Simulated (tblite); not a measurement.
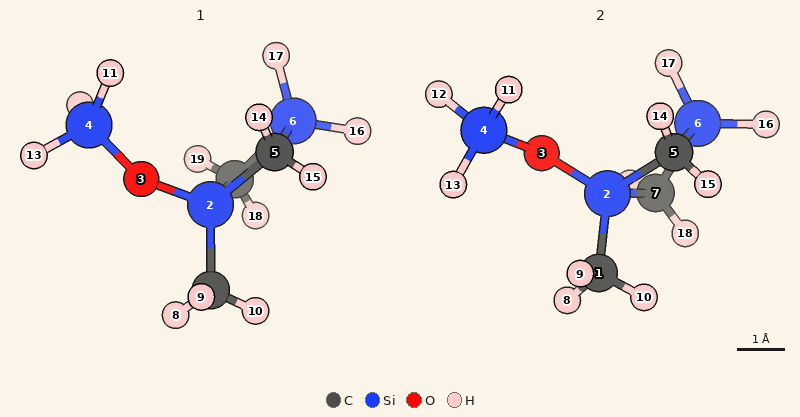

Two geometries of C$_{3}$H$_{12}$OSi$_{3}$, drawn at one scale. One is the start of a relaxation, the other its converged end. A ball-and-stick model, seen at a tilt.

Theory: tblite 0.8.0, GFN2-xTB geometry optimisation, gas phase. 

Question: Which geometry has the lower energy?

Answer: Structure 1 is the relaxed one. The atom that moves furthest after the best rigid fit is H12 (1.23 Å). Largest moves by element: H 1.23 Å, O 0.93 Å, C 0.55 Å, Si 0.38 Å. Near-neighbour distances that change, for instance: C1–Si2 1.831 → 1.893 Å, Si2–O3 1.665 → 1.633 Å, Si4–H11 1.492 → 1.463 Å, Si2–C7 1.891 → 1.918 Å. Among the angles between lasting bonds that change: Si2–O3–Si4 140.8° → 150.5°, C1–Si2–O3 114.7° → 106.1°, C1–Si2–C5 110.6° → 119.1°. Groups turn about Si2–O3 by about 135°, O3–Si4 by about 130°. After 154 geometry steps the energy has fallen by 40.7 kJ/mol.
